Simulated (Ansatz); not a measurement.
In doubt: masses and optical values from hybrid runs of this build are listed as unsure (in some of the runs), which bears on the screening that GW takes from such a start.

The crystal is LaZn3P3 (P6_3/mmc).

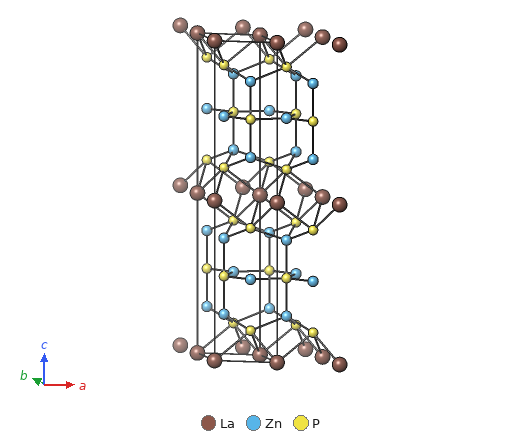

The structure (lanthanum brown, zinc blue, phosphorus yellow). Bonds to atoms that aren't drawn are left out. 2×2×1 cells are drawn. Some periodic images of atoms are drawn too.

```xyz
14
Lattice="4.0490 0.0000 0.0000 -2.0245 3.5065 0.0000 0.0000 0.0000 20.1838" Properties=species:S:1:pos:R:3 pbc="T T T"
La    0.0000    0.0000   10.0919
La    0.0000    0.0000    0.0000
Zn    2.0245    1.1688    5.0460
Zn    0.0000    2.3377   15.1379
Zn    2.0245    1.1688   12.7392
Zn    0.0000    2.3377    7.4446
Zn    0.0000    2.3377    2.6473
Zn    2.0245    1.1688   17.5365
P     2.0245    1.1688    1.8093
P     0.0000    2.3377   18.3745
P     0.0000    2.3377   11.9012
P     2.0245    1.1688    8.2826
P     2.0245    1.1688   15.1379
P     0.0000    2.3377    5.0460
```

The cell and positions are those that the Materials Project relaxed with its own functionals (PBE, PBE+U or r2SCAN), kept fixed. Spin-orbit coupling is left out unless a run names it.

Gaps computed with Ansatz 0.2.0 without a self-energy: HSE06 0.65 eV and r2SCAN 0.38 eV.

Question: Estimate the G0W0@HSE06 gap with 6×6×2 mesh, 1077 empty bands, screening to 140 eV, PAW set soft_1 files.

About 0.75 eV: on its mesh the run moves the gap from 0.65 eV by +0.10 eV. Among the scalar-relativistic levels given, HSE06 is nearest (−0.10 eV). Bands and cutoff are finite, so the gap is not at the basis limit. The miss can reach some tenths of an eV and take either sign; the mesh is an error of its own. Empty 4f levels lie among the conduction bands. Their place in the start is unsure; it enters the screening, and the edge itself where they lie low. The many-body steps are scalar-relativistic: spin-orbit coupling is not in them.

[Paths, hosts, dates, memory and timing lines, banners, echoed tables and standing remarks are left out of the program output.]

[Logs are printed without paths, hosts, clocks, repeated set-up lines and the standing remarks that a program may print on its own settings, such as how far it seeks lower states.]

[Runs of the session that timed out or met a known fault of the program may be left out.]

[Cells called generated may have been cut or substituted from an entry of the Crystallography Open Database or the Materials Project.]

[Hosts, paths, dates, database ids (printed as entryN), source tags and the programs' standing remarks are cut or masked in the printed files.]
